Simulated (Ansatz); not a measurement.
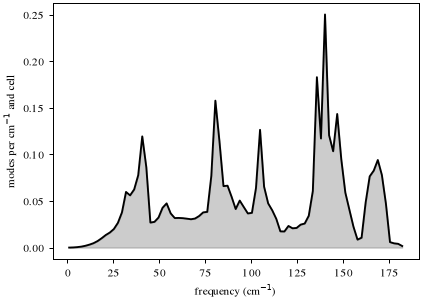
Fig. 1. Phonon density of states of CdBr2 in space group R-3m (No. 166); finite displacements on a 6×6×6 mesh, Ansatz (an electronic-structure program), LDA functional, plane-wave PAW, k mesh 6×6×6

The cell is a database entry relaxed within its symmetry; it need not be the phase found at ambient conditions. Dynamical quadrupoles are not included in the interpolation of the phonons between the solved wave vectors.

Task: Where is the tallest peak, and is there a gap in the spectrum?

Result: The tallest peak lies near 140 cm⁻¹. No clear gap shows at this resolution.

The PAW data sets were generated under PBE and serve the other functionals too.
